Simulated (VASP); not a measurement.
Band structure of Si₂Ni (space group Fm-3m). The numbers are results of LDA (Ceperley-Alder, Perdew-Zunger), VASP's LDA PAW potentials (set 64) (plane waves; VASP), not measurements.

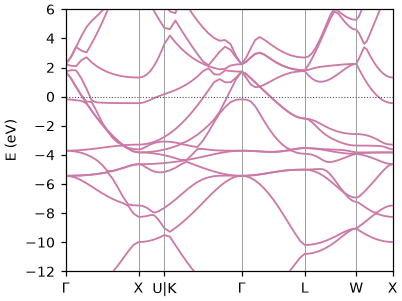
Figure: Bands along high-symmetry lines, zero at the valence-band maximum or, without a gap, the Fermi level

**Question.** Read the plot: is there a gap, and where are the band edges?

**Answer.** It has no gap at this level: it comes out as a metal or semimetal. (Edges off the drawn lines would not show.)

The structure comes from a computed database's Si2Ni entry (Fm-3m); how it stands against other phases isn't given here. It was relaxed first. The run is not spin-polarised, so no magnetic state was tried.
